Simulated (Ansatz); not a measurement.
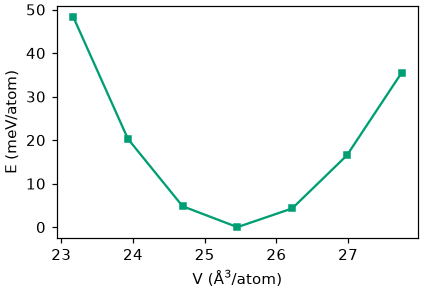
Figure. LaAg (CsCl type, space group No. 221) under volume change, plane-wave PAW LDA (Ansatz code), scaled uniformly.

Question: What does a third-order Birch–Murnaghan fit give for V₀, B₀ and B′?

Answer: V₀ = 25.46 Å³/atom, B₀ = 63.9 GPa, B′ = 4.2.

Space group Pm-3m (CsCl type). The workflow started from an entry of the Crystallography Open Database (COD). Its standing as an ambient phase is unchecked. The cell was relaxed with LDA under the symmetry of its start; of distortions, only those at the zone centre were tested. The run is not spin-polarised. Spin–orbit coupling is left out wherever it is not named.

Potentials: the later of the program's two PAW sets.
